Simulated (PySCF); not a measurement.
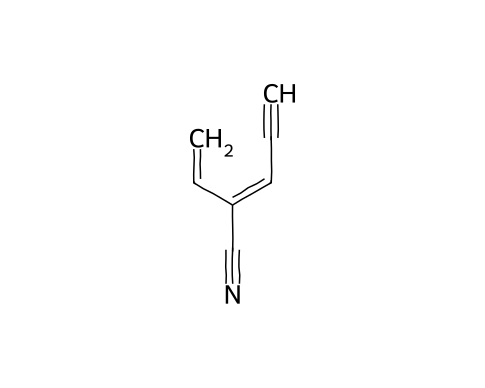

Give its SMILES.

Answer. C#C/C=C(/C#N)C=C

What is the molecular formula?

Answer. C7H5N.

An optimisation with GFN2-xTB gave a structure of which point group?

Answer. Cs. Other conformers may differ.

The parts below concern this one geometry. Atoms keep their numbers from picture to picture. The computed structure is the end point of a GFN2-xTB optimisation. No frequency run is at hand to confirm it as a minimum.

### Shape

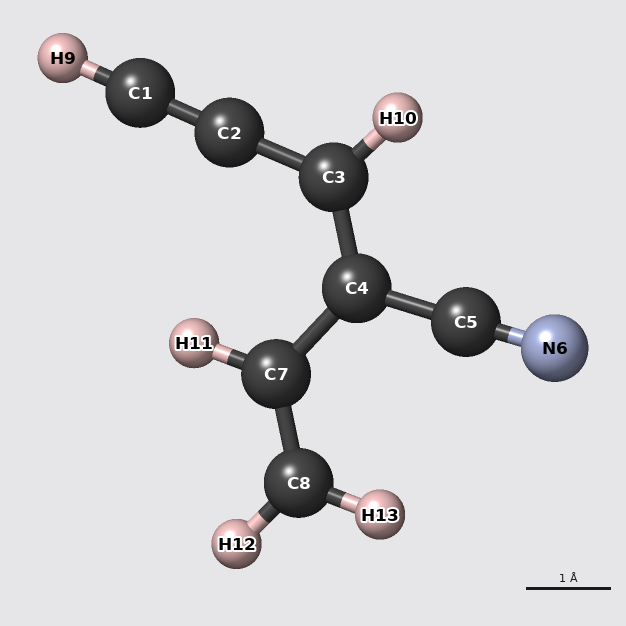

No frequency run is at hand to confirm it as a minimum.

Give the bond lengths.

```csv
bond,length (Å),order
C1–C2,1.203,triple
C1–H9,1.049,single
C2–C3,1.400,delocalised
C3–C4,1.356,delocalised
C3–H10,1.083,single
C4–C5,1.415,single
C4–C7,1.453,single
C5–N6,1.147,triple
C7–C8,1.329,double
C7–H11,1.082,single
C8–H12,1.076,single
C8–H13,1.078,single
```

### Polarisability

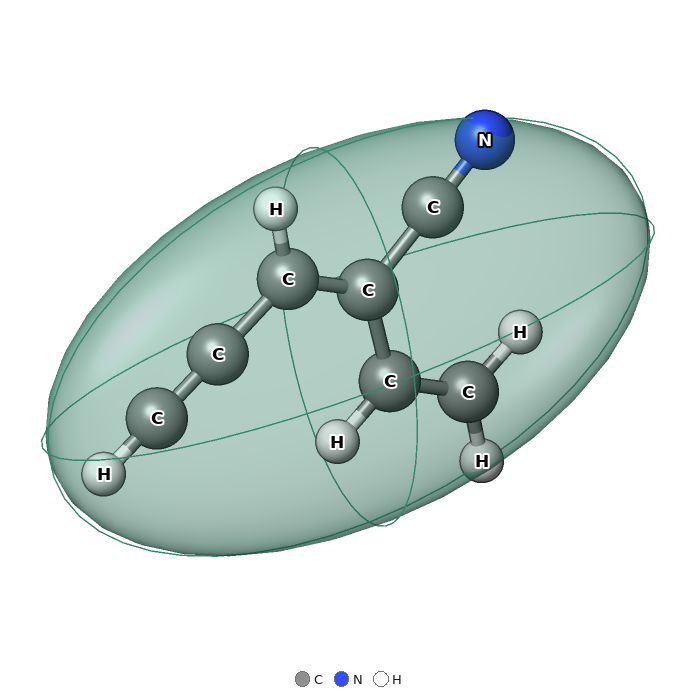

The ellipsoid shows the static dipole polarisability: its half-axes are proportional to the principal values. No frequency run is at hand to confirm it as a minimum. Level of theory: PBE0/def2-SVPD (PySCF 2.14.0).

Give the principal values, the mean and the anisotropy.

Answer. Principal values 50.2, 87.5, 151.3 bohr³; mean 96.3 bohr³ (14.27 Å³); anisotropy 88.5 bohr³, so the longest axis is 3.01 times the shortest.

### Excitation

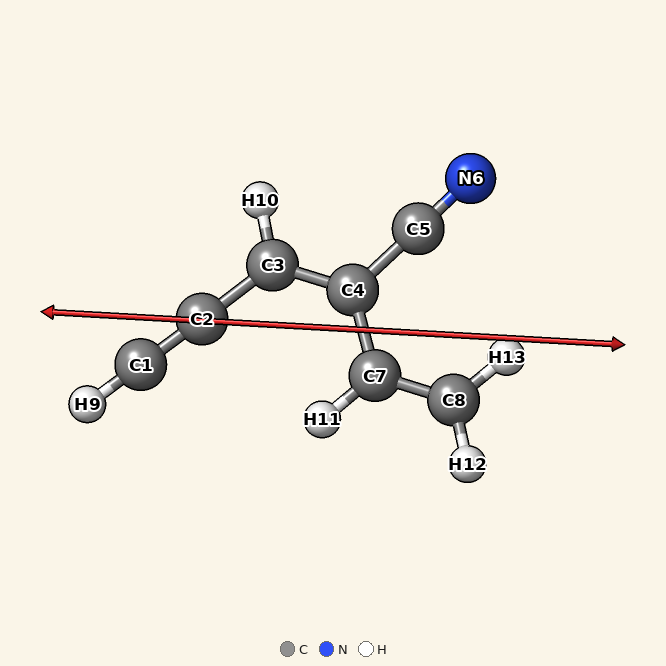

The double arrow shows the direction of the transition dipole to excited singlet state 1 (its length means nothing). No frequency run is at hand to confirm it as a minimum. Method: TDDFT PBE0/def2-SVPD, vertical, gas phase, core orbitals frozen in the response (PySCF 2.14.0).

How is the transition polarised?

Answer. In the molecular plane, at 34° to the long direction C1···N6.

Where does the transition lie, and how strong is it?

Answer. 4.48 eV (277 nm), oscillator strength 0.55, mainly HOMO → LUMO (weight 0.96); transition dipole 5.67 D.

### NMR shielding

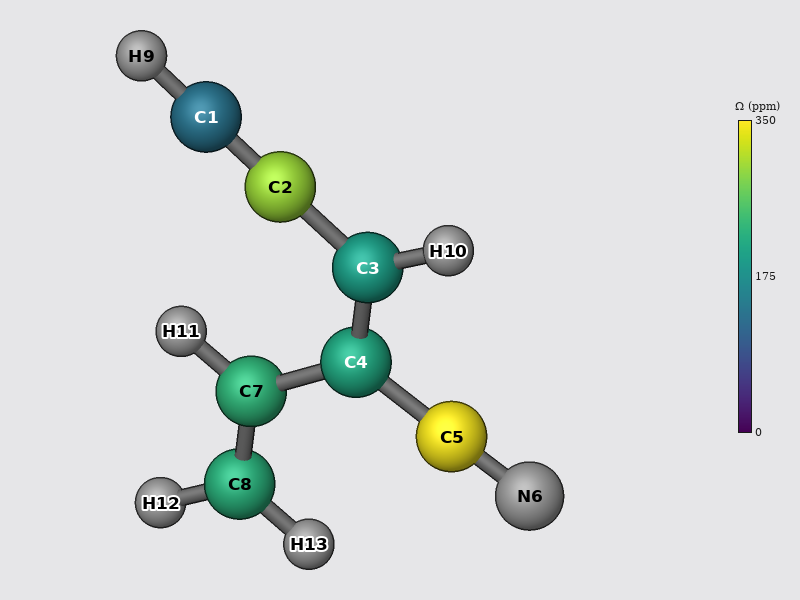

The C atoms are coloured by the span of their shielding tensor. No frequency run is at hand to confirm it as a minimum. Properties computed with GIAO PBE0/pcSseg-1 NMR shielding, non-relativistic, gas phase (PySCF 2.14.0). Principal shieldings σ11 ≤ σ22 ≤ σ33, span Ω = σ33 − σ11, skew κ = 3(σiso − σ22)/Ω.

Which C atom has the most anisotropic shielding?

Answer. C5, with a span of 345 ppm.

Give the shielding tensors of the C atoms.

```tsv
atom	σ11	σ22	σ33	σiso	Ω	κ
C1	30.0	39.7	165.3	78.3	135.3	0.86
C2	0.3	11.4	298.5	103.4	298.2	0.93
C3	−44.8	64.3	153.4	57.6	198.2	−0.10
C4	−66.1	78.2	146.9	53.0	213.0	−0.35
C5	−52.3	−45.3	292.9	65.1	345.2	0.96
C7	−67.3	49.7	162.5	48.3	229.8	−0.02
C8	−56.2	51.6	168.1	54.5	224.4	0.04
```

Shieldings and span in ppm.
